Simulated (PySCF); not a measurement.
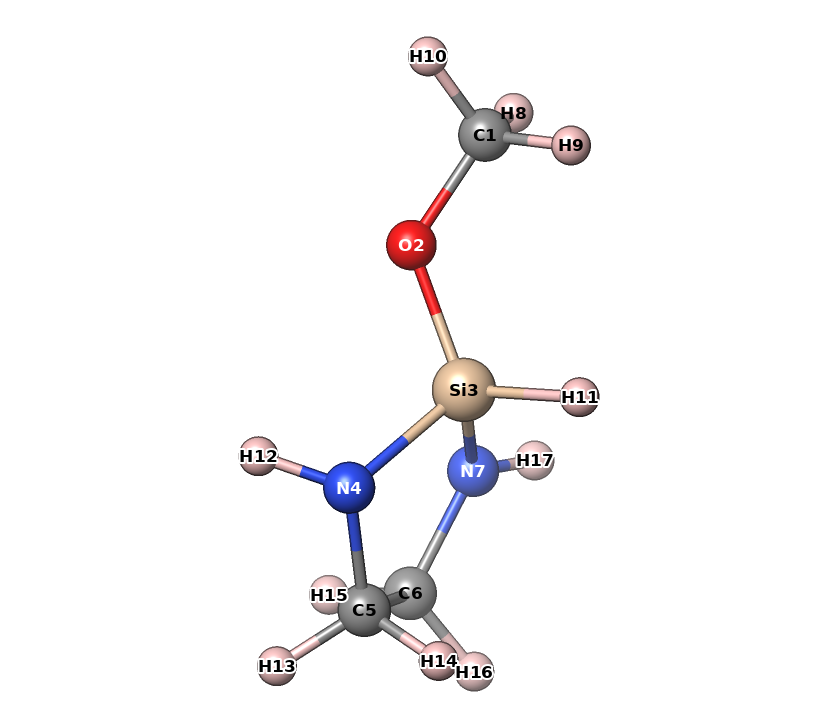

C6 lies behind C5. The molecule seen a little off the C5–C6 bond, C5 in front. Atoms fade into the background with distance from the viewer. Geometry: an end point of a reaction path computed with GFN2-xTB.

Q: What is the torsion angle N4–C5–C6–N7? The sign is positive where the front bond must turn clockwise to cover the back bond.

A: 24°, synperiplanar.
